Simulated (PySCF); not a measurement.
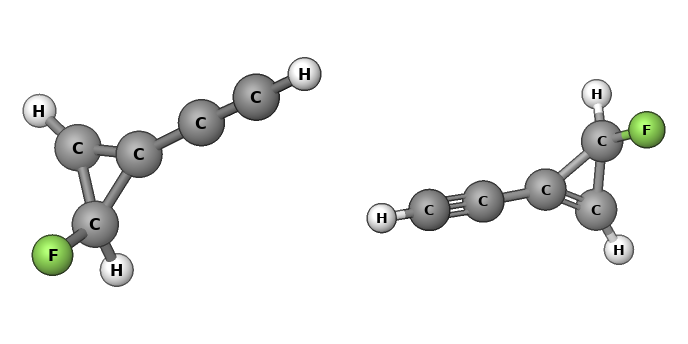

Two views of one molecule.

**Which formula does it have?**

C5H3F, 9 atoms: 5 carbon, 3 hydrogen and 1 fluorine.

**How many atoms are distinct by symmetry?**

9: 1 C, 1 C, 1 C, 1 C, 1 C, 1 F, 1 H, 1 H, 1 H.

More results for the same structure follow; atom numbers are the same in all pictures, views and colours differ. The computed structure is the end point of a PBE0-D3(BJ)/def2-SVP optimisation. No frequency run is at hand to confirm it as a minimum.

Electronic properties

No frequency run is at hand to confirm it as a minimum. Level of theory: LC-wPBE/def2-SVPD, gas phase (PySCF 2.14.0). Excitations: vertical, linear response.

**Estimate the brightest of the 10 lowest singlets.**

8.95 eV.

**What is the dipole moment?**

2.21 D.

**Estimate the HOMO energy (Kohn–Sham orbital).**

−10.39 eV.

**What is the lowest vertical singlet excitation?**

4.95 eV.

NMR shielding

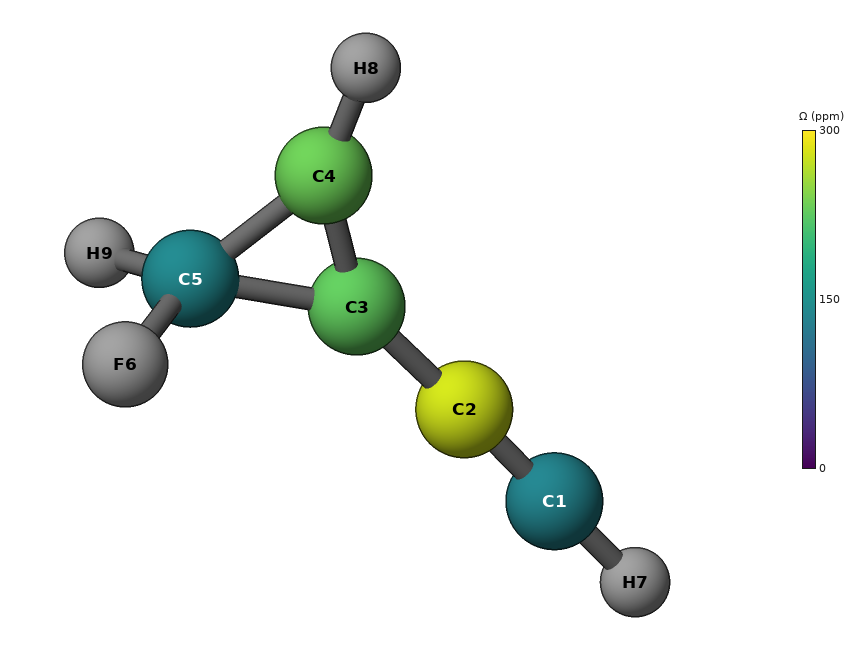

The C atoms are coloured by the span of their shielding tensor. No frequency run is at hand to confirm it as a minimum. Properties computed with GIAO OPBE/pcSseg-2 NMR shielding, non-relativistic, gas phase (PySCF 2.14.0). Principal shieldings σ11 ≤ σ22 ≤ σ33, span Ω = σ33 − σ11, skew κ = 3(σiso − σ22)/Ω.

**Which C atom has the most anisotropic shielding?**

C2, with a span of 278 ppm.

Give the shielding tensors of the C atoms.

```
atom    σ11   σ22    σ33   σiso      Ω     κ
  C1   34.7  37.7  169.8   80.8  135.1  0.96
  C2   11.0  22.9  289.3  107.7  278.2  0.91
  C3  −50.2  53.6  177.6   60.3  227.8  0.09
  C4  −56.5  48.5  177.1   56.4  233.6  0.10
  C5   64.3  69.5  204.5  112.8  140.2  0.93
```

Shieldings and span in ppm.

Ring current

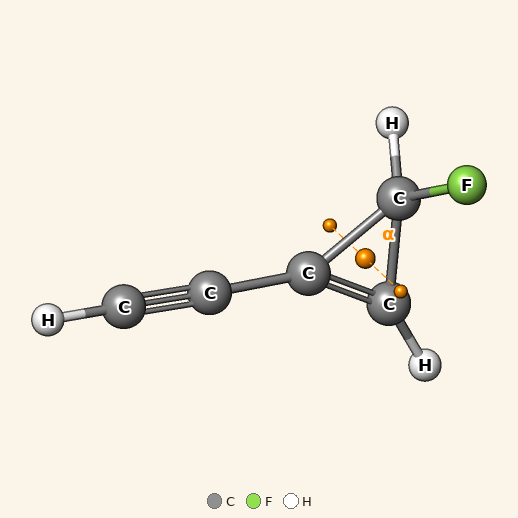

The small points mark where nucleus-independent chemical shifts (NICS) were computed: at the centre of each lettered ring and 1 Å above and below it. No frequency run is at hand to confirm it as a minimum. Properties computed with GIAO LDA/pcSseg-2 NMR shielding, non-relativistic, gas phase (PySCF 2.14.0).

Give NICS(0), NICS(1) and the out-of-plane component NICS(1)zz for each ring (means of the two sides).

| ring | members | NICS(0) | NICS(1) | NICS(1)zz |
| --- | --- | --- | --- | --- |
| α | C3 | −30.0 | −9.2 | −17.7 |

Values in ppm.
